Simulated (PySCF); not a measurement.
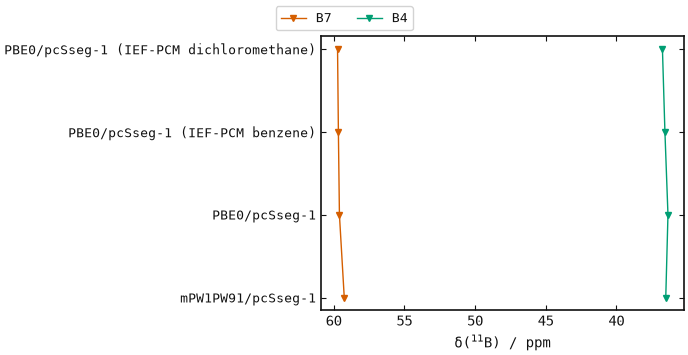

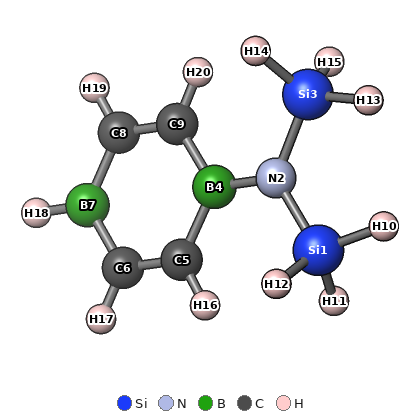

GIAO ¹¹B shifts of C₄H₁₁B₂NSi₂, SMILES [SiH3]N([SiH3])B1C=CBC=C1 at several levels, one geometry, PySCF 2.14.0, at a PBE0-D3(BJ)/def2-SVP geometry (no frequency check); values of one conformer, averaged over methyl-type rotors and exact or near symmetry; other conformers aren't averaged in; each against BF₃.OEt₂ at the same level.

How much does each signal move over these levels?

Answer.
```csv
atoms,lowest,highest,spread (ppm)
B7,59.3,59.7,0.5
B4,36.4,36.7,0.4
```

Do all levels give the signals in the same order?

Answer. Yes, the order of the signals is the same at every level.
